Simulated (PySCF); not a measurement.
Input

```
{"job": {"kind": "uv", "xc": "CAM-B3LYP", "basis": "def2-SVPD", "nstates": 8, "ntriplets": 3}, "charge": 0, "multiplicity": 1}
C      2.584946     0.188517    -0.068961
C      1.521456    -0.486236    -0.476456
Si    -0.254158     0.163084    -0.499794
C     -0.329764     1.946389     0.154749
C     -1.302829    -0.944197     0.617170
C     -2.087094    -1.921594     0.192186
H      3.580011    -0.231928    -0.072768
H      2.509992     1.202177     0.290445
H      1.666317    -1.502795    -0.824562
H     -0.760274     0.102837    -1.882858
H     -1.349372     2.320204     0.164032
H      0.259552     2.615891    -0.464171
H      0.053167     2.012384     1.169143
H     -1.244352    -0.767957     1.685962
H     -2.188460    -2.147731    -0.857056
H     -2.666735    -2.540102     0.861529
```

Launched as:

```sh
OMP_NUM_THREADS=1 python probes_run.py task.json out
```

Geometry: GFN2-xTB.

Level of theory: PySCF 2.14.0, CAM-B3LYP/def2-SVPD, SCF density, gas phase.

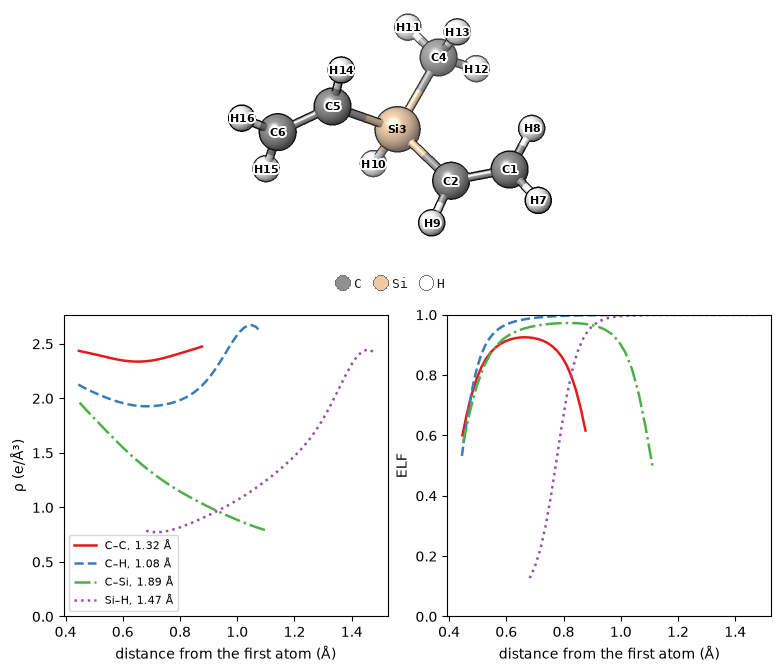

C5H10Si (SMILES C=C[SiH](C)C=C). Electron density and electron localisation function along straight lines between neighbouring atoms. The curves leave out the atomic cores. The structure is drawn too.

### What can be read from the curves?

C–C (1.32 Å): the density is about 2.3 e/Å³ at the midpoint; the ELF peaks at about 0.95 between the atoms: a multiple bond.
C–H (1.08 Å): ρ is about 2 e/Å³ halfway; the ELF climbs to about 1 towards the hydrogen, as it does in any bond to H; a covalent bond by its length.
C–Si (1.89 Å): ρ at the midpoint is about 0.95 e/Å³; the ELF peaks at about 1 between the atoms (a covalent bond).
Si–H (1.47 Å): ρ is about 0.78 e/Å³ halfway; the ELF climbs to about 1 towards the hydrogen.
